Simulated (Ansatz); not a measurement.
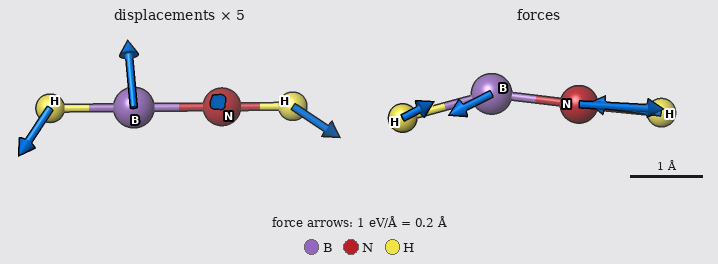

Left: BNH2, with blue arrows for the displacements applied to it. Right: the displaced structure with the computed forces. The picture is a ball-and-stick view, seen from a free direction.

The calculation used RKS r2SCAN-D4/def2-TZVPP in Ansatz. 

Question: Where do the forces point?

Answer: All atoms are moved at random (σ = 0.12 Å) from the PBE0-D4/def2-TZVP minimum. It costs 0.911 eV. The largest force is 6.1 eV/Å, on the N atom. The forces point partly back along the displacements (cosine −0.57). At other levels of theory the same distortion costs 0.814 eV (RKS PBE-D4/def2-TZVPP), 0.923 eV (RKS PBE0-D4/def2-TZVPP), 0.937 eV (RKS wB97M-V/def2-TZVPP), 0.902 eV (RHF-CCSD(T), frozen core/def2-TZVPP). Some distances before and after: H–N 0.991 → 1.164 Å, B–H 1.172 → 1.302 Å. Bond angles that change, for instance: N–B–H 180.0° → 154.9°, B–N–H 180.0° → 170.5°.
